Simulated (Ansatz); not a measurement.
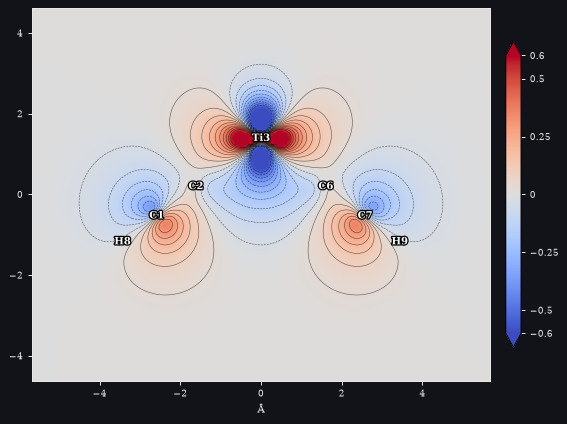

Figure 1: C$_{4}$H$_{2}$F$_{2}$Ti (SMILES C#[C][Ti]([F])([F])[C]#C). The LUMO on the plane of atoms C2, Ti3 and C6 (values in Å⁻³ᐟ²; the overall sign is arbitrary).

Geometry: PBE0-D4/def2-TZVP.

All numbers below come from Ansatz 0.2.0, RKS PBE0-D4/def2-TZVPP.

```xyz
9

C     0.7845   -2.5839    0.4377
C     0.5997   -1.5078   -0.0946
Ti    0.2937    0.2717   -0.9721
F    -0.7047    0.0647   -2.3794
F     1.8219    0.9948   -1.3741
C    -0.6623    1.4177    0.3705
C    -1.2406    2.1098    1.1841
H     0.9450   -3.5281    0.9089
H    -1.7487    2.7149    1.9018
```

Describe this orbital and give its energy.

Answer. It lies mainly on Ti3 (about 65 %), C1 (about 10 %) and C7 (about 10 %). Its energy is −3.51 eV.
